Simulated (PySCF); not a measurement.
SMILES C=CCCC=O at its GFN2-xTB optimised geometry (Å):

```
14

C     -0.2545    -1.0679     3.1396
C      0.4254    -0.2386     2.3718
C      0.8327    -0.5305     0.9610
C      0.2727     0.5246     0.0000
C     -1.2278     0.5246     0.0000
O     -1.9239     1.4990     0.0000
H     -0.5624    -2.0407     2.7915
H     -0.5292    -0.8163     4.1494
H      0.7217     0.7332     2.7445
H      1.9239    -0.5222     0.8911
H      0.4799    -1.5218     0.6693
H      0.6355     1.5218     0.2549
H      0.5938     0.2930    -1.0201
H     -1.6685    -0.4929    -0.0097
```

Method: PBE/def2-TZVP run with PySCF. Cells within 0.4 Å of a nucleus heavier than hydrogen are left out (blank, or x).

Map of the electrostatic potential (hartree/e), clipped to [-0.08, 0.12] on the plane z = 0.0 Å:

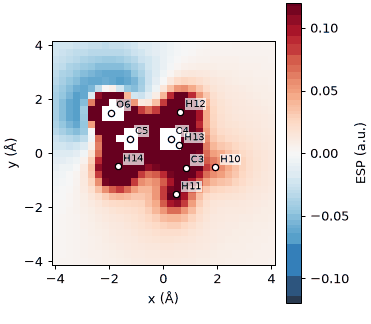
Fig. 1. Electrostatic potential (hartree/e), clipped to [-0.08, 0.12] on the plane z = 0.0 Å.
